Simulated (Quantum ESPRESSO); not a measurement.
# Bi2Te3 quintuple layer, 1 layer, stepped through the field along the normal, part 3 of 4

Wanted: a table for Bi2Te3 quintuple layer, 1 layer against the field along the normal, and what can be fitted to it.

Quantum ESPRESSO 7.5; plane-wave DFT, PBE, PseudoDojo fully relativistic norm-conserving pseudopotentials.

So far. Step 2 (Variable-cell relaxation of the reference):  The last row is no step: it is a fresh SCF in the final cell with a new plane-wave basis, +0 meV from the row before.

**5. Band structure, 0 V/Å**

Bands along a path place the edges.

The input, m0.bands.in:

```
&control
  prefix = 'm0.bands'
  outdir = './out'
  pseudo_dir = './pseudo'
  calculation = 'bands'
  tefield = .true.
  dipfield = .true.
/
&system
  ibrav = 0
  nat = 5
  ntyp = 2
  ecutwfc = 68
  ecutrho = 272
  occupations = 'smearing'
  smearing = 'fd'
  degauss = 0.002
  edir = 3
  emaxpos = 0.97
  eopreg = 0.04
  eamp = 0.0
  noncolin = .true.
  lspinorb = .true.
  nbnd = 84
/
&electrons
  conv_thr = 1e-07
  mixing_beta = 0.4
  electron_maxstep = 120
  mixing_mode = 'local-TF'
/
ATOMIC_SPECIES
  Te  127.6000  Te.dojo-fr-pbe-0.4-standard.upf
  Bi  208.9804  Bi.dojo-fr-pbe-0.4-standard.upf
CELL_PARAMETERS angstrom
  4.35432553000000 0.00000000000000 0.00000000000000
  -2.17716276500000 3.77095652500000 0.00000000000000
  0.00000000000000 0.00000000000000 24.20000000000000
ATOMIC_POSITIONS crystal
  Te  0.333333333300 0.666666666700 0.343624275700
  Bi  0.666666666700 0.333333333300 0.415638002100
  Te  0.000000000000 0.000000000000 0.500000000000
  Bi  0.333333333300 0.666666666700 0.584361997900
  Te  0.666666666700 0.333333333300 0.656375724300
K_POINTS crystal_b
4
  0.0000000000 0.0000000000 0.0000000000 10
  0.5000000000 0.0000000000 0.0000000000 10
  0.3333333333 0.3333333333 0.0000000000 10
  0.0000000000 0.0000000000 0.0000000000 1
```

Command:

```sh
$ cp -r out/m0.scf.save out/m0.bands.save
$ cp out/m0.scf.xml out/m0.bands.xml
$ OMP_NUM_THREADS=1 mpirun -n 8 pw.x -nk 8 -in m0.bands.in > m0.bands.out
```

Output:

```text
[banner, memory and clock lines left out]
Program PWSCF v.7.5 starts

          URL

     Presently no symmetry can be used with electric field

     Atomic positions and unit cell read from directory:
     ./out/m0.bands.save/

     G-vector sticks info

     bravais-lattice index     =            0
     lattice parameter (alat)  =       8.2285  a.u.
     unit-cell volume          =    2681.5407 (a.u.)^3
     number of atoms/cell      =            5
     number of atomic types    =            2
     number of electrons       =        78.00
     number of Kohn-Sham states=           84
     kinetic-energy cutoff     =      68.0000  Ry
     charge density cutoff     =     272.0000  Ry
     Exchange-correlation= PBE
                           (   1   4   3   4   0   0   0)
     Non magnetic calculation with spin-orbit

     celldm(1)=   8.228483  celldm(2)=   0.000000  celldm(3)=   0.000000
     celldm(4)=   0.000000  celldm(5)=   0.000000  celldm(6)=   0.000000

     crystal axes: (cart. coord. in units of alat)
               a(1) = (   1.000000   0.000000   0.000000 )
               a(2) = (  -0.500000   0.866025   0.000000 )
               a(3) = (   0.000000   0.000000   5.557692 )

     reciprocal axes: (cart. coord. in units 2 pi/alat)
               b(1) = (  1.000000  0.577350 -0.000000 )
               b(2) = (  0.000000  1.154701  0.000000 )
               b(3) = (  0.000000 -0.000000  0.179931 )

     PseudoPot. # 1 for Te read from file:
     ./pseudo/Te.dojo-fr-pbe-0.4-standard.upf
     Pseudo is Norm-conserving + core correction, Zval = 16.0
     Generated using ONCVPSP code by D. R. Hamann
     Using radial grid of 1324 points, 10 beta functions with:
                l(1) =   0
                l(2) =   0
                l(3) =   1
                l(4) =   1
                l(5) =   1
                l(6) =   1
                l(7) =   2
                l(8) =   2
                l(9) =   2
               l(10) =   2

     PseudoPot. # 2 for Bi read from file:
     ./pseudo/Bi.dojo-fr-pbe-0.4-standard.upf
     Pseudo is Norm-conserving + core correction, Zval = 15.0
     Generated using ONCVPSP code by D. R. Hamann
     Using radial grid of 1562 points, 10 beta functions with:
                l(1) =   0
                l(2) =   0
                l(3) =   1
                l(4) =   1
                l(5) =   1
                l(6) =   1
                l(7) =   2
                l(8) =   2
                l(9) =   2
               l(10) =   2

     atomic species   valence    mass     pseudopotential
     Te               16.00   127.60000     Te( 1.00)
     Bi               15.00   208.98040     Bi( 1.00)

     No symmetry found

   Cartesian axes

     site n.     atom                  positions (alat units)
         1        Te     tau(   1) = (  -0.0000000   0.5773503   1.9097579  )
         2        Bi     tau(   2) = (   0.5000000   0.2886751   2.3099880  )
         3        Te     tau(   3) = (   0.0000000   0.0000000   2.7788460  )
         4        Bi     tau(   4) = (  -0.0000000   0.5773503   3.2477040  )
         5        Te     tau(   5) = (   0.5000000   0.2886751   3.6479341  )

     number of k points=    31  Fermi-Dirac smearing, width (Ry)=  0.0020
                       cart. coord. in units 2pi/alat
        k(    1) = (   0.0000000   0.0000000   0.0000000), wk =   0.0322581
        k(    2) = (   0.0500000   0.0288675   0.0000000), wk =   0.0322581
        k(    3) = (   0.1000000   0.0577350   0.0000000), wk =   0.0322581
        k(    4) = (   0.1500000   0.0866025   0.0000000), wk =   0.0322581
        k(    5) = (   0.2000000   0.1154701   0.0000000), wk =   0.0322581
        k(    6) = (   0.2500000   0.1443376   0.0000000), wk =   0.0322581
        k(    7) = (   0.3000000   0.1732051   0.0000000), wk =   0.0322581
        k(    8) = (   0.3500000   0.2020726   0.0000000), wk =   0.0322581
        k(    9) = (   0.4000000   0.2309401   0.0000000), wk =   0.0322581
        k(   10) = (   0.4500000   0.2598076   0.0000000), wk =   0.0322581
        k(   11) = (   0.5000000   0.2886751   0.0000000), wk =   0.0322581
        k(   12) = (   0.4833333   0.3175426   0.0000000), wk =   0.0322581
        k(   13) = (   0.4666667   0.3464102   0.0000000), wk =   0.0322581
        k(   14) = (   0.4500000   0.3752777   0.0000000), wk =   0.0322581
        k(   15) = (   0.4333333   0.4041452   0.0000000), wk =   0.0322581
        k(   16) = (   0.4166667   0.4330127   0.0000000), wk =   0.0322581
        k(   17) = (   0.4000000   0.4618802   0.0000000), wk =   0.0322581
        k(   18) = (   0.3833333   0.4907477   0.0000000), wk =   0.0322581
        k(   19) = (   0.3666667   0.5196152   0.0000000), wk =   0.0322581
        k(   20) = (   0.3500000   0.5484828   0.0000000), wk =   0.0322581
        k(   21) = (   0.3333333   0.5773503   0.0000000), wk =   0.0322581
        k(   22) = (   0.3000000   0.5196152   0.0000000), wk =   0.0322581
        k(   23) = (   0.2666667   0.4618802   0.0000000), wk =   0.0322581
        k(   24) = (   0.2333333   0.4041452   0.0000000), wk =   0.0322581
        k(   25) = (   0.2000000   0.3464102   0.0000000), wk =   0.0322581
        k(   26) = (   0.1666667   0.2886751   0.0000000), wk =   0.0322581
        k(   27) = (   0.1333333   0.2309401   0.0000000), wk =   0.0322581
        k(   28) = (   0.1000000   0.1732051   0.0000000), wk =   0.0322581
        k(   29) = (   0.0666667   0.1154701   0.0000000), wk =   0.0322581
        k(   30) = (   0.0333333   0.0577350   0.0000000), wk =   0.0322581
        k(   31) = (   0.0000000   0.0000000   0.0000000), wk =   0.0322581

     Dense  grid:   203257 G-vectors     FFT dimensions: (  45,  45, 243)

     The potential is recalculated from file :
     ./out/m0.bands.save/charge-density

     Adding external electric field

     Computed dipole along edir(3) :
        Dipole                0.0000 Ry au,          0.0001 Debye
        Dipole field          0.0000 Ry au,

        Potential amp.       -0.0000 Ry
        Total length         43.9021 bohr

     Starting wfcs are   90 randomized atomic wfcs

     Band Structure Calculation
     Davidson diagonalization with overlap

     ethr =  1.28E-10,  avg # of iterations = 30.0

     End of band structure calculation

          k = 0.0000 0.0000 0.0000 ( 25405 PWs)   bands (ev):

   -36.1644 -36.1644 -36.1643 -36.1643 -36.1523 -36.1523 -36.1522 -36.1522
   -36.0392 -36.0392 -36.0052 -36.0052 -34.7019 -34.7019 -34.7018 -34.7018
   -34.6919 -34.6919 -34.6918 -34.6918 -34.6857 -34.6857 -34.6856 -34.6856
   -34.5766 -34.5766 -34.5627 -34.5627 -34.5324 -34.5324 -23.3196 -23.3196
[...]
-20.3204 -20.3204  -9.7796  -9.7796  -9.6108  -9.6108  -9.2533  -9.2533
    -9.1373  -9.1373  -9.0684  -9.0684  -3.4470  -3.4470  -3.1113  -3.1113
    -2.7565  -2.7565  -2.2870  -2.2870  -1.8539  -1.8539  -1.2893  -1.2892
    -0.3514  -0.3514   0.1873   0.1873   0.3671   0.3671   2.4343   2.4343
     2.8286   2.8287   3.5826   3.5826

          k = 0.2667 0.4619 0.0000 ( 25383 PWs)   bands (ev):

   -36.1639 -36.1638 -36.1638 -36.1637 -36.1521 -36.1521 -36.1520 -36.1520
   -36.0391 -36.0391 -36.0047 -36.0047 -34.7011 -34.7010 -34.7010 -34.7009
   -34.6920 -34.6919 -34.6918 -34.6917 -34.6853 -34.6853 -34.6852 -34.6852
   -34.5762 -34.5762 -34.5628 -34.5628 -34.5315 -34.5315 -23.3173 -23.3172
   -23.3156 -23.3155 -23.3113 -23.3113 -23.3106 -23.3105 -20.3403 -20.3403
   -20.3386 -20.3386 -20.3335 -20.3335 -20.3319 -20.3319 -20.3210 -20.3210
   -20.3204 -20.3204 -10.1515 -10.1515  -9.8737  -9.8737  -9.2304  -9.2304
    -8.8794  -8.8794  -8.7431  -8.7431  -3.3885  -3.3885  -3.1115  -3.1115
    -2.5732  -2.5732  -2.1195  -2.1195  -1.8966  -1.8966  -1.1602  -1.1602
    -0.2327  -0.2327   0.1321   0.1321   0.4382   0.4382   2.5083   2.5083
     2.6933   2.6933   3.4734   3.4734

          k = 0.2333 0.4041 0.0000 ( 25409 PWs)   bands (ev):

   -36.1640 -36.1639 -36.1639 -36.1638 -36.1522 -36.1522 -36.1521 -36.1521
   -36.0391 -36.0391 -36.0047 -36.0047 -34.7012 -34.7011 -34.7011 -34.7010
   -34.6920 -34.6919 -34.6919 -34.6918 -34.6854 -34.6854 -34.6853 -34.6853
   -34.5763 -34.5763 -34.5628 -34.5628 -34.5316 -34.5316 -23.3175 -23.3174
   -23.3161 -23.3160 -23.3112 -23.3112 -23.3105 -23.3105 -20.3410 -20.3409
   -20.3390 -20.3390 -20.3327 -20.3327 -20.3317 -20.3317 -20.3215 -20.3215
   -20.3207 -20.3207 -10.5131 -10.5131 -10.1568 -10.1568  -9.2538  -9.2538
    -8.6174  -8.6174  -8.3850  -8.3850  -3.2829  -3.2829  -2.9779  -2.9779
    -2.4347  -2.4347  -1.9554  -1.9554  -1.7199  -1.7199  -1.0257  -1.0256
    -0.1573  -0.1573   0.2231   0.2231   0.4817   0.4817   2.4901   2.4901
     2.6114   2.6114   3.3763   3.3763

          k = 0.2000 0.3464 0.0000 ( 25403 PWs)   bands (ev):

   -36.1640 -36.1640 -36.1639 -36.1639 -36.1522 -36.1522 -36.1521 -36.1521
   -36.0391 -36.0391 -36.0048 -36.0048 -34.7013 -34.7012 -34.7012 -34.7011
   -34.6919 -34.6919 -34.6918 -34.6918 -34.6854 -34.6854 -34.6853 -34.6853
   -34.5763 -34.5763 -34.5628 -34.5628 -34.5317 -34.5317 -23.3177 -23.3177
   -23.3166 -23.3166 -23.3111 -23.3110 -23.3104 -23.3104 -20.3412 -20.3412
   -20.3391 -20.3391 -20.3322 -20.3321 -20.3316 -20.3316 -20.3222 -20.3222
   -20.3212 -20.3212 -10.8476 -10.8476 -10.4360 -10.4360  -9.3189  -9.3189
    -8.3769  -8.3769  -8.0132  -8.0132  -3.0940  -3.0940  -2.7848  -2.7848
    -2.2614  -2.2614  -1.7469  -1.7468  -1.4358  -1.4358  -0.8788  -0.8788
    -0.0708  -0.0708   0.3567   0.3568   0.5190   0.5190   2.3969   2.3969
     2.5704   2.5704   3.2956   3.2956

          k = 0.1667 0.2887 0.0000 ( 25379 PWs)   bands (ev):

   -36.1641 -36.1641 -36.1640 -36.1640 -36.1522 -36.1522 -36.1521 -36.1521
   -36.0391 -36.0391 -36.0049 -36.0049 -34.7014 -34.7013 -34.7013 -34.7012
   -34.6919 -34.6919 -34.6918 -34.6918 -34.6855 -34.6855 -34.6854 -34.6854
   -34.5764 -34.5764 -34.5628 -34.5628 -34.5318 -34.5318 -23.3180 -23.3180
   -23.3173 -23.3172 -23.3110 -23.3109 -23.3103 -23.3103 -20.3412 -20.3412
   -20.3392 -20.3391 -20.3318 -20.3318 -20.3315 -20.3315 -20.3232 -20.3231
   -20.3219 -20.3219 -11.1440 -11.1440 -10.6944 -10.6944  -9.4129  -9.4129
    -8.1784  -8.1784  -7.6475  -7.6475  -2.8395  -2.8395  -2.5060  -2.5060
    -2.0368  -2.0367  -1.4830  -1.4830  -1.1395  -1.1394  -0.6687  -0.6687
    -0.0042  -0.0042   0.4682   0.4683   0.6000   0.6000   2.2372   2.2372
     2.5353   2.5353   3.2470   3.2470

          k = 0.1333 0.2309 0.0000 ( 25363 PWs)   bands (ev):

   -36.1642 -36.1642 -36.1641 -36.1641 -36.1522 -36.1522 -36.1521 -36.1521
   -36.0391 -36.0391 -36.0050 -36.0050 -34.7015 -34.7015 -34.7014 -34.7014
   -34.6919 -34.6919 -34.6918 -34.6918 -34.6856 -34.6855 -34.6855 -34.6854
   -34.5764 -34.5764 -34.5627 -34.5627 -34.5319 -34.5319 -23.3184 -23.3184
   -23.3179 -23.3179 -23.3109 -23.3108 -23.3102 -23.3102 -20.3412 -20.3412
   -20.3394 -20.3394 -20.3314 -20.3314 -20.3312 -20.3311 -20.3241 -20.3241
   -20.3228 -20.3228 -11.3946 -11.3946 -10.9193 -10.9193  -9.5184  -9.5184
    -8.0330  -8.0330  -7.3108  -7.3108  -2.5305  -2.5305  -2.1129  -2.1129
    -1.8240  -1.8240  -1.1487  -1.1486  -0.8316  -0.8316  -0.4247  -0.4247
     0.0162   0.0162   0.5765   0.5766   0.7236   0.7236   2.0253   2.0253
     2.4438   2.4438   3.2172   3.2172

          k = 0.1000 0.1732 0.0000 ( 25335 PWs)   bands (ev):

   -36.1643 -36.1642 -36.1642 -36.1641 -36.1522 -36.1522 -36.1521 -36.1521
   -36.0391 -36.0391 -36.0050 -36.0050 -34.7017 -34.7016 -34.7016 -34.7015
   -34.6919 -34.6919 -34.6918 -34.6918 -34.6856 -34.6856 -34.6855 -34.6855
   -34.5765 -34.5765 -34.5627 -34.5627 -34.5321 -34.5321 -23.3188 -23.3188
   -23.3184 -23.3184 -23.3107 -23.3107 -23.3101 -23.3101 -20.3415 -20.3415
   -20.3399 -20.3399 -20.3308 -20.3308 -20.3306 -20.3306 -20.3250 -20.3250
   -20.3235 -20.3235 -11.5940 -11.5940 -11.1019 -11.1019  -9.6186  -9.6186
    -7.9395  -7.9395  -7.0262  -7.0262  -2.1557  -2.1556  -1.7982  -1.7982
    -1.4447  -1.4447  -0.8372  -0.8371  -0.5003  -0.5003  -0.2123  -0.2123
     0.0830   0.0830   0.6566   0.6566   0.8212   0.8212   1.8279   1.8280
     2.2606   2.2606   3.0669   3.0669

          k = 0.0667 0.1155 0.0000 ( 25383 PWs)   bands (ev):

   -36.1644 -36.1644 -36.1643 -36.1643 -36.1523 -36.1522 -36.1522 -36.1521
   -36.0392 -36.0392 -36.0051 -36.0051 -34.7018 -34.7018 -34.7017 -34.7017
   -34.6919 -34.6919 -34.6918 -34.6918 -34.6857 -34.6856 -34.6856 -34.6855
   -34.5765 -34.5765 -34.5627 -34.5627 -34.5322 -34.5322 -23.3192 -23.3192
   -23.3188 -23.3188 -23.3106 -23.3106 -23.3100 -23.3100 -20.3420 -20.3420
   -20.3405 -20.3405 -20.3301 -20.3301 -20.3299 -20.3299 -20.3257 -20.3256
   -20.3241 -20.3241 -11.7387 -11.7387 -11.2361 -11.2361  -9.6996  -9.6996
    -7.8873  -7.8873  -6.8128  -6.8128  -1.8109  -1.8109  -1.5427  -1.5427
    -0.8978  -0.8978  -0.5621  -0.5620  -0.2730  -0.2730  -0.0243  -0.0243
     0.2566   0.2566   0.6945   0.6945   0.7981   0.7981   1.6350   1.6350
     2.0362   2.0362   2.8595   2.8595

          k = 0.0333 0.0577 0.0000 ( 25411 PWs)   bands (ev):

   -36.1644 -36.1644 -36.1643 -36.1643 -36.1523 -36.1523 -36.1522 -36.1522
   -36.0392 -36.0392 -36.0052 -36.0052 -34.7019 -34.7019 -34.7018 -34.7018
   -34.6919 -34.6919 -34.6918 -34.6918 -34.6857 -34.6857 -34.6856 -34.6856
   -34.5766 -34.5766 -34.5627 -34.5627 -34.5323 -34.5323 -23.3195 -23.3195
   -23.3190 -23.3190 -23.3105 -23.3105 -23.3100 -23.3100 -20.3425 -20.3425
   -20.3410 -20.3410 -20.3295 -20.3295 -20.3293 -20.3293 -20.3261 -20.3261
   -20.3245 -20.3245 -11.8263 -11.8263 -11.3181 -11.3181  -9.7520  -9.7520
    -7.8629  -7.8629  -6.6819  -6.6819  -1.6607  -1.6607  -1.1867  -1.1867
    -0.4231  -0.4231  -0.3201  -0.3201  -0.1003  -0.1003   0.1658   0.1658
     0.3922   0.3922   0.5415   0.5415   0.7749   0.7749   1.3220   1.3220
     1.9761   1.9761   2.6632   2.6632

          k = 0.0000 0.0000 0.0000 ( 25405 PWs)   bands (ev):

   -36.1644 -36.1644 -36.1643 -36.1643 -36.1523 -36.1523 -36.1522 -36.1522
   -36.0392 -36.0392 -36.0052 -36.0052 -34.7019 -34.7019 -34.7018 -34.7018
   -34.6919 -34.6919 -34.6918 -34.6918 -34.6857 -34.6857 -34.6856 -34.6856
   -34.5766 -34.5766 -34.5627 -34.5627 -34.5324 -34.5324 -23.3196 -23.3196
   -23.3191 -23.3191 -23.3105 -23.3105 -23.3100 -23.3100 -20.3427 -20.3427
   -20.3412 -20.3412 -20.3293 -20.3293 -20.3291 -20.3291 -20.3262 -20.3262
   -20.3246 -20.3246 -11.8557 -11.8557 -11.3456 -11.3456  -9.7701  -9.7701
    -7.8560  -7.8560  -6.6380  -6.6380  -1.6221  -1.6221  -1.0054  -1.0054
    -0.3313  -0.3313  -0.1047  -0.1047   0.1077   0.1077   0.1713   0.1713
     0.3431   0.3431   0.5457   0.5457   0.7264   0.7264   1.0810   1.0810
     2.0488   2.0488   2.4787   2.4787

     XML data file, pseudopotentials, collected wavefunctions

                                        0.00s GPU  (     134 calls)
```

It took 3.4 min on 8 MPI ranks of Arm Neoverse V2, shared host; peak memory 4.2 GiB; 27 min of CPU time.

Read from the output:

```
gap by band count : 0.2457 eV
```

Band numbers count within the set of bands kept for display. The electronic bands at the labelled points (eV, zero at the highest filled level of the SCF mesh; v1 is the highest filled band, c1 the lowest empty one):

| point | v4 | v3 | v2 | v1 | c1 | c2 | c3 | c4 |
| --- | --- | --- | --- | --- | --- | --- | --- | --- |
| Γ | -0.29 | -0.29 | -0.11 | -0.11 | 0.25 | 0.25 | 1.21 | 1.21 |
| M | -0.73 | -0.73 | -0.44 | -0.44 | 1.08 | 1.08 | 2.18 | 2.18 |
| K | -0.56 | -0.56 | -0.54 | -0.54 | 1.56 | 1.56 | 2.05 | 2.05 |
| Γ | -0.29 | -0.29 | -0.11 | -0.11 | 0.25 | 0.25 | 1.21 | 1.21 |

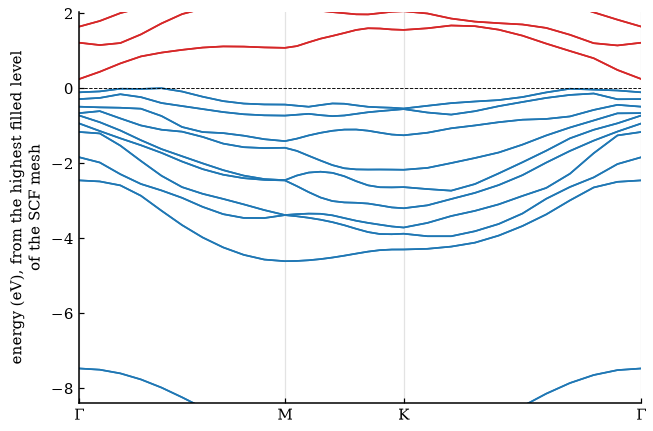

Electronic bands along the path; lines of filled and empty bands in two colours.

Along this path the valence top lies between Γ and M and the conduction bottom at Γ.

**6. Ground state, 0.1 V/Å**

The input, m1.scf.in:

```
&control
  prefix = 'm1.scf'
  outdir = './out'
  pseudo_dir = './pseudo'
  calculation = 'scf'
  tprnfor = .true.
  tefield = .true.
  dipfield = .true.
/
&system
  ibrav = 0
  nat = 5
  ntyp = 2
  ecutwfc = 68
  ecutrho = 272
  occupations = 'smearing'
  smearing = 'fd'
  degauss = 0.002
  edir = 3
  emaxpos = 0.97
  eopreg = 0.04
  eamp = 0.00194469
  noncolin = .true.
  lspinorb = .true.
  nbnd = 84
/
&electrons
  conv_thr = 1e-09
  mixing_beta = 0.4
  electron_maxstep = 120
  mixing_mode = 'plain'
  startingpot = 'file'
/
ATOMIC_SPECIES
  Te  127.6000  Te.dojo-fr-pbe-0.4-standard.upf
  Bi  208.9804  Bi.dojo-fr-pbe-0.4-standard.upf
CELL_PARAMETERS angstrom
  4.35432553000000 0.00000000000000 0.00000000000000
  -2.17716276500000 3.77095652500000 0.00000000000000
  0.00000000000000 0.00000000000000 24.20000000000000
ATOMIC_POSITIONS crystal
  Te  0.333333333300 0.666666666700 0.343624275700
  Bi  0.666666666700 0.333333333300 0.415638002100
  Te  0.000000000000 0.000000000000 0.500000000000
  Bi  0.333333333300 0.666666666700 0.584361997900
  Te  0.666666666700 0.333333333300 0.656375724300
K_POINTS automatic
  6 6 1 0 0 0
```

Command:

```sh
$ cp -r out/m0.scf.save out/m1.scf.save
$ OMP_NUM_THREADS=1 mpirun -n 8 pw.x -nk 2 -in m1.scf.in > m1.scf.out
```

Output:

```text
[banner, memory and clock lines left out]
Program PWSCF v.7.5 starts
[...]
number of electrons       =        78.00
     number of Kohn-Sham states=           84
     kinetic-energy cutoff     =      68.0000  Ry
     charge density cutoff     =     272.0000  Ry
[...]
number of k points=    20  Fermi-Dirac smearing, width (Ry)=  0.0020
[...]
Dense  grid:   203257 G-vectors     FFT dimensions: (  45,  45, 243)
     The initial density is read from file :
[...]
Starting wfcs are   90 randomized atomic wfcs
[...]
estimated scf accuracy    <       0.18866019 Ry
[...]
estimated scf accuracy    <      34.74410976 Ry
[...]
estimated scf accuracy    <       0.01585205 Ry
[...]
estimated scf accuracy    <       0.00791000 Ry
[...]
estimated scf accuracy    <       0.00457396 Ry
[...]
estimated scf accuracy    <       0.00262447 Ry
[...]
estimated scf accuracy    <       0.00088737 Ry
[...]
estimated scf accuracy    <       0.00028797 Ry
[...]
estimated scf accuracy    <       0.00004263 Ry
[...]
estimated scf accuracy    <       0.00000018 Ry
[...]
estimated scf accuracy    <       0.00000004 Ry
[...]
estimated scf accuracy    <          5.1E-09 Ry
[...]
estimated scf accuracy    <          5.6E-09 Ry
[...]
Computed dipole along edir(3) :
        Dipole                0.1718 Ry au,          0.4366 Debye
        Dipole field          0.0008 Ry au,
        E field amplitude [Ha a.u.]:  1.9447E-03
        Potential amp.        0.1001 Ry
        Total length         43.9021 bohr
[...]
the Fermi energy is     0.9967 ev
!    total energy              =    -956.51335283 Ry
     estimated scf accuracy    <          3.5E-10 Ry
     smearing contrib. (-TS)   =      -0.00003244 Ry
     internal energy E=F+TS    =    -956.51332040 Ry
[...]
one-electron contribution =   -4004.65472825 Ry
     hartree contribution      =    2013.55197377 Ry
     xc contribution           =    -233.76156823 Ry
     ewald contribution        =    1268.35153208 Ry
     electric field correction =      -0.00052978 Ry
     convergence has been achieved in  14 iterations
[...]
Total force =     0.013798     Total SCF correction =     0.000124
[...]
```

Wall time 5.5 min (8 MPI ranks); peak memory 3.1 GiB.

Read from the output:

```
free energy                          : -13014.0271 eV
energy at zero smearing              : -13014.0269 eV
Fermi energy                         : 0.9967 eV
dipole along the normal              : 0.09090 e·Å
valence top, on the run's zero       : 0.8499 eV
conduction bottom, on the run's zero : 1.095 eV
gap by band count                    : 0.2449 eV
```

(Continued in part 4 of 4.)

[Logs are printed without paths, hosts, clocks, repeated set-up lines and the standing remarks that a program may print on its own settings, such as how far it seeks lower states.]

[Hosts, paths, dates, database ids (printed as entryN), source tags and the programs' standing remarks are cut or masked in the printed files.]

[Maps of the electrostatic potential energy from Ansatz leave out the sawtooth potential of an applied field or a dipole correction, so their vacuum need not be flat; planar profiles and work functions include it.]
